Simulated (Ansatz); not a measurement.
Fields on a plane of MgSe (rock salt)

```yaml
crystal:
  lattice:
    - [0.00000, 2.75420, 2.75420]
    - [2.75420, 0.00000, 2.75420]
    - [2.75420, 2.75420, 0.00000]
  atoms:
    - { symbol: Se, position: [0.00000, 0.00000, 0.00000] }
    - { symbol: Mg, position: [0.50000, 0.50000, 0.50000] }
```

The slice is a {110} plane (indices of the conventional cell) through the point (0.000, 0.000, 0.000) (fractional), spanned by u = [100] and v = [1 -1 -1] in vectors of this cell: u (3.90 Å) and v (5.51 Å, at 90° to u). It covers one period; positions are fractions (u, v).

Atoms on it: Se at (0.00, 0.00); Mg at (0.00, 0.50).

All values below come from PBE (plane waves to 420 eV, PAW, scalar-relativistic; Ansatz, an electronic-structure program). k mesh 10×10×10. Inside the PAW spheres the values are not all-electron values, and peaks at nuclei hang on which shells count as valence. MgSe was relaxed with its symmetry unable to fall.

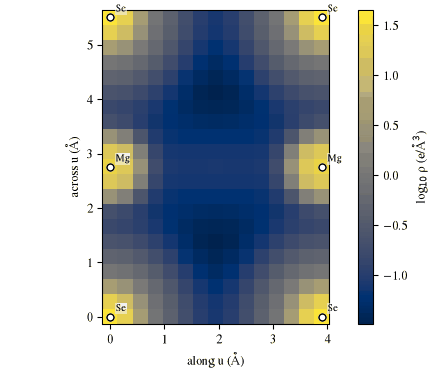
Fig. 1. Log₁₀ of the valence density in e/Å³, one period of the plane, atoms marked. The scale is logarithmic, as a density can span decades between atoms and voids.

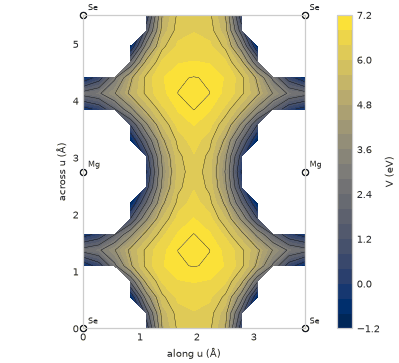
Electrostatic potential energy of an electron, from the cell's mean, in eV, one period of the plane, atoms marked. Points within 1 Å of a nucleus are left white, as the pseudised field means little there. Values under -1 eV are set to -1. The zero, the cell's mean, hangs on the PAW cores.

| Property | Value |
|---|---|
| Density on the Se–Mg line (2.75 Å) at its density minimum, 1.7 Å from Se | 0.14 e/Å³ |
| ELF at that point | 0.1 |
| ELF maximum in the middle third of the Se–Mg line | 0.82, 1.2 Å from Se |
| Character of the Se–Mg contact (rough rule: ELF there above 0.7 covalent, below 0.2 ionic, polar between) | closed-shell (ionic) |
